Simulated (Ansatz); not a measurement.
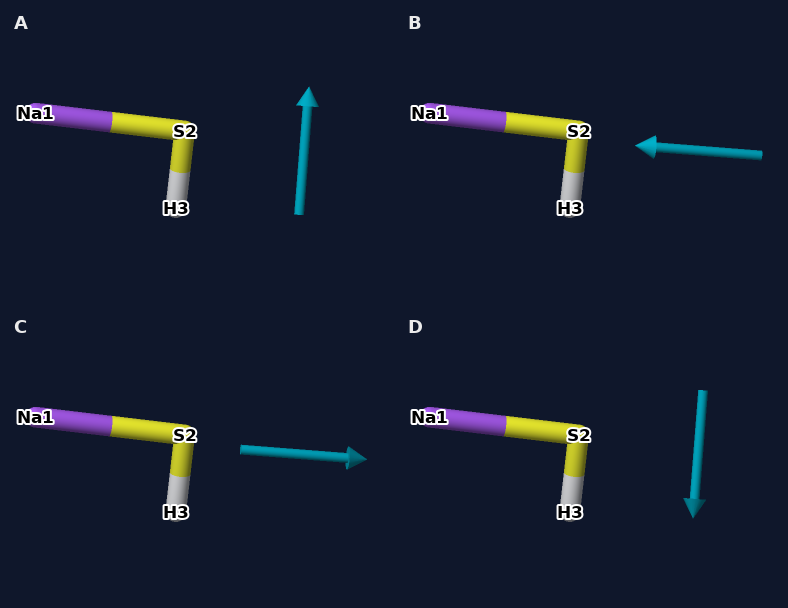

The same molecule four times, each with an arrow. Geometry: atoms displaced at random (about 0.02 Å) from a stationary point of PBE0-D4. Level of theory: RHF-CCSD(T), frozen core/def2-TZVPP (Ansatz 0.2.0).

**Which arrow points along the dipole moment, from the negative to the positive end?**

B. The dipole moment is 8.59 D; it points from the side of S2, H3 to the side of Na1 (the outermost atoms at the two ends).
